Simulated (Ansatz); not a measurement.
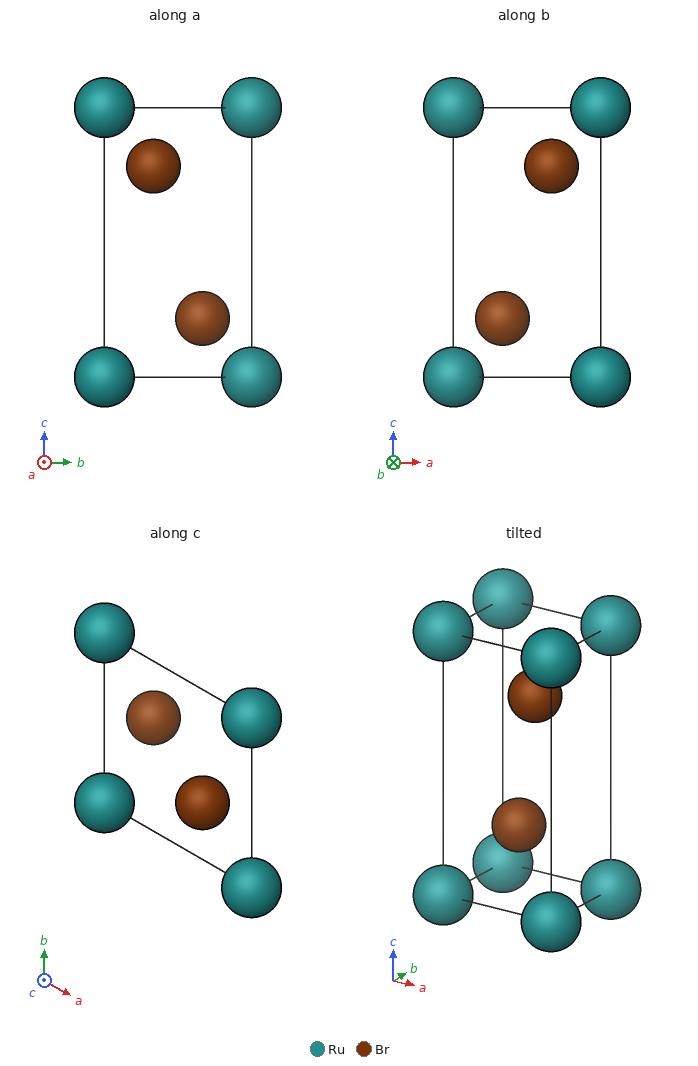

The crystal in a spheres-only representation, seen along the a axis, along the b axis, along the c axis and slightly off an axis. Atoms at the boundary of the conventional unit cell (the box) are drawn once for each face, edge or corner they touch.

Lattice parameters: a = 3.726 Å, b = 3.726 Å, c = 5.909 Å, α = 90.00°, β = 90.00°, γ = 120.00°. Put a along x and b in the xy plane.

Q: Give the structure in the form of a POSCAR file, with free fractional coordinates to two decimals.

A:
```
Ru Br
1.0
     3.726    0.000    0.000
    -1.863    3.227    0.000
     0.000    0.000    5.909
Ru Br
1 2
Direct
  0.00 0.00 0.00
  0.3333 0.6667 0.22
  0.6667 0.3333 0.78
```

The starting point was a structure type filled with these elements by a generator (whether the compound takes this form wasn't checked). It was relaxed at fixed volume with Ansatz 0.2.0, DFT PBEsol, scalar-relativistic, plane waves, PAW.
